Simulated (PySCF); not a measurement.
# MoBr₃⁺: singlet, from a T-shaped start

Where does singlet MoBr₃⁺ go from a T-shaped start, is the end point a minimum, and what are its modes, charges and moments?

The runs use PySCF 2.14.0; B3LYP, basis Mo def2-SVP with ECP28, Br def2-SVP, scalar-relativistic core potentials, no spin–orbit coupling, density fitting.

### 1 Where the work starts

4 atoms, charge 1, spin multiplicity 1.

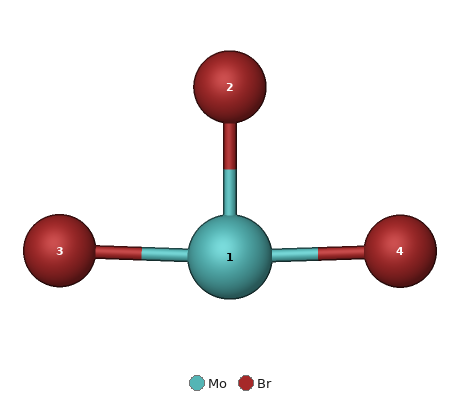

Start geometry, drawn with molybdenum teal, bromine red; atoms are numbered from 1 in the order of the file.

Coordinates in bohr (charge 1 multiplicity 1):
```
Mo    0.0000    0.0000    0.0000
Br    0.0000    0.0000    4.6669
Br    4.6640    0.0000    0.1629
Br   -4.6640    0.0000    0.1629
```

### 2 Finding the electronic state

One driver script runs all steps and calls PySCF; scf.py shows how it sets up the SCF of each step. The optimiser is the driver's own. After this first run the driver tries any further starts and a stability analysis.

The input, scf.py:

```python
from pyscf import gto, scf, dft
mol = gto.M(atom='''
Mo     0.000000     0.000000     0.000000
Br     0.000000     0.000000     2.469600
Br     2.468100     0.000000     0.086200
Br    -2.468100     0.000000     0.086200''',
    basis={'Mo': 'def2-SVP', 'Br': 'def2-SVP'},
    ecp={'Mo': 'def2-SVP'},
    charge=1, spin=0)
mf = dft.RKS(mol, xc='B3LYP')
mf.grids.atom_grid = (50, 194)
aux = {'Mo': 'def2-universal-JKFIT', 'Br': 'def2-universal-JKFIT'}
mf = mf.density_fit(auxbasis=aux)
mf.conv_tol = 1e-08
mf.diis_space = 10
mf.max_cycle = 60
mf.init_guess = 'minao'
mf.verbose = 4
mf.kernel()
```

On the command line:

```sh
OMP_NUM_THREADS=2 python axn.py task.json out
```

After this run come: T-shaped start, singlet: relaxation; Vibrations and properties at this point.

What does the calculation give? Wanted: minimum; geometry; wavenumbers; dipole moment; highest occupied, lowest empty level; polar-tensor charge of Mo1; zero-point energy.

The runs gave:

```
                            quantity                                     value
                             minimum                              singlet, D3h
                            geometry  Mo–Br 2.309 Å (×3); Br–Mo–Br 120.0° (×3)
                  wavenumbers (cm⁻¹)   42 (a2''), 72 (e'), 262 (a1'), 377 (e')
      dipole moment (centre of mass)                                    0.00 D
highest occupied, lowest empty level                          -11.98, -9.73 eV
          polar-tensor charge of Mo1                                   +1.45 e
                   zero-point energy                                7.2 kJ/mol
                 entropy at 298.15 K                           369.8 J/(mol K)
```

What this shows: From C2v at the start the molecule goes to a D3h minimum. The strongest infrared band lies at 377 cm⁻¹ (e', stretch). Only this shape and spin were tried, so other structures or states may lie lower. The stability of the closed-shell solution was not tested.
